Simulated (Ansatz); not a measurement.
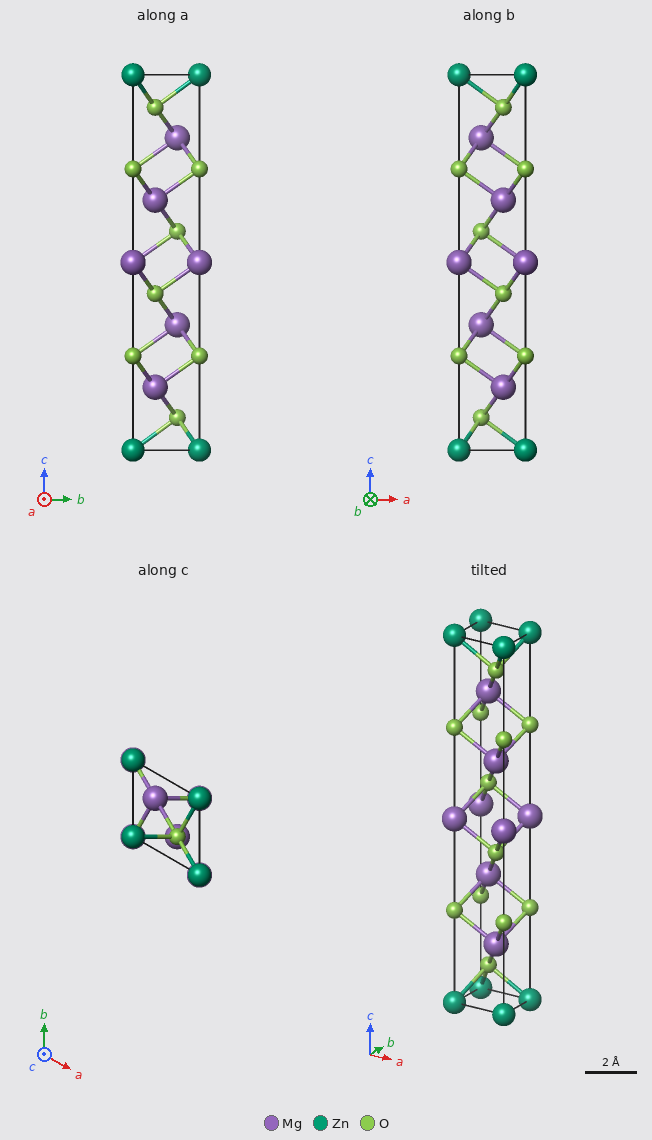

Crystal structure, ball-and-stick style, seen along the a axis, along the b axis, along the c axis and slightly off an axis. The edges of the conventional unit cell are marked.

Lattice parameters: a = 3.019 Å, b = 3.019 Å, c = 14.769 Å, α = 90.00°, β = 90.00°, γ = 120.00°.

Write the structure as a table of Wyckoff sites, with free fractional coordinates to two decimals.

Answer. Space group P-3m1 (No. 164).
| atom | site | x | y | z |
| --- | --- | --- | --- | --- |
| Mg | 2d | 0.3333 | 0.6667 | 0.83 |
| Mg | 2d | 0.3333 | 0.6667 | 0.33 |
| Mg | 1b | 0.00 | 0.00 | 0.50 |
| Zn | 1a | 0.00 | 0.00 | 0.00 |
| O | 2d | 0.6667 | 0.3333 | 0.91 |
| O | 2c | 0.00 | 0.00 | 0.25 |
| O | 2d | 0.6667 | 0.3333 | 0.42 |

Origin of the cell: a structure type filled with these elements by a generator (whether the compound takes this form wasn't checked). Earlier steps of the study, as a rule a relaxation of our own, may have changed the cell and positions, so they can lie some per cent off the listed ones. It was set up as input for a calculation with Ansatz.
